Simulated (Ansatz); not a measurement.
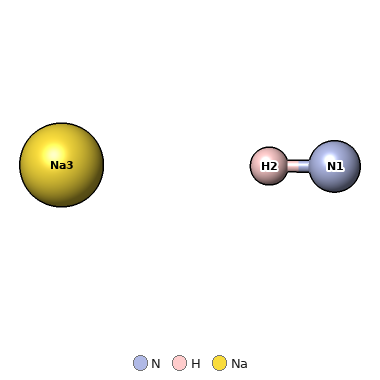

The system is N + HNa, spin multiplicity 4; the picture shows the reference structure. 
- First axis: distance N1–H2. Second axis: distance H2–Na3.
- Nothing is relaxed (the angle N1–H2–Na3 is fixed at 180 degrees).
- The grid has 17 × 17 points.
- Energies: kJ/mol, counted from N far from the relaxed HNa (each part in its own basis).
- In part of the range the unrestricted reference is strongly spin-contaminated.
- These are results of UHF/aug-cc-pVTZ in Ansatz 0.2.0, not measurements.

Its coordinates:

```csv
atom,x (Å),y (Å),z (Å)
N,-0.9980,0.0000,0.0000
H,0.0000,0.0000,0.0000
Na,3.1760,0.0000,0.0000
```

Range: distance N1–H2 from 0.816 to 2.416 Å; distance H2–Na3 from 1.576 to 3.176 Å.

Predict the map.

Answer. The lowest grid point is at distance N1–H2 = 0.998 Å, distance H2–Na3 = 3.176 Å, −120 kJ/mol from N far from the relaxed HNa (each part in its own basis). It lies in a valley that leaves the map towards separated partners. The highest grid point, distance N1–H2 = 0.816 Å, distance H2–Na3 = 1.576 Å, lies 256 kJ/mol above the lowest. On the interpolated surface the lowest path from the side where the first distance is long, distance N1–H2 = 2.416 Å, distance H2–Na3 = 1.929 Å, to the side where the second distance is long, about distance N1–H2 = 1.02 Å, distance H2–Na3 = 3.18 Å, has its top at distance N1–H2 = 1.684 Å, distance H2–Na3 = 2.122 Å, about 34 kJ/mol above the start and 168 kJ/mol above the end.

```csv
"distance H2–Na3 ↓, distance N1–H2 →",0.860,0.998,1.169,1.362,1.573,1.799,2.037,2.287
3.176,−44,−120,−90,−8,51,73,78,77
2.921,−40,−117,−87,−8,48,68,72,71
2.677,−34,−111,−83,−7,45,62,63,61
2.444,−26,−103,−77,−5,42,54,53,48
2.226,−15,−93,−67,1,41,47,41,32
2.023,1,−77,−53,11,45,44,32,19
1.840,21,−57,−32,30,58,51,34,20
1.683,48,−29,−4,58,83,72,52,36
1.576,74,−3,24,87,112,99,77,60
```

The table holds every second grid line.

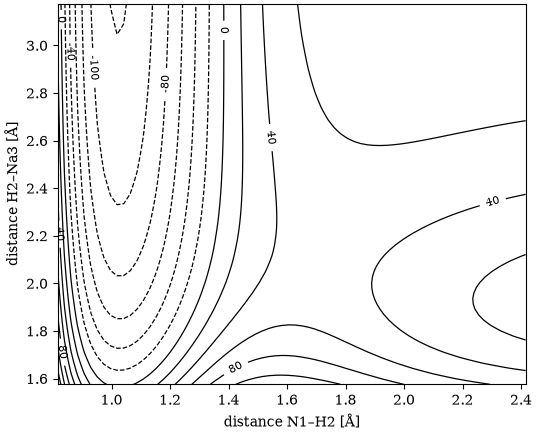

The picture shows contour lines labelled in kJ/mol. Between grid points the surface is interpolated.

Each point was launched as `ansatz run input.yaml --threads 1 --pin off --max-ram 2560MiB --backend cpu --events-out ev --progress --plain --runs-dir out`. The whole map (289 points run) took 9.6 min on 1 thread of Arm Neoverse V1, on a shared host.
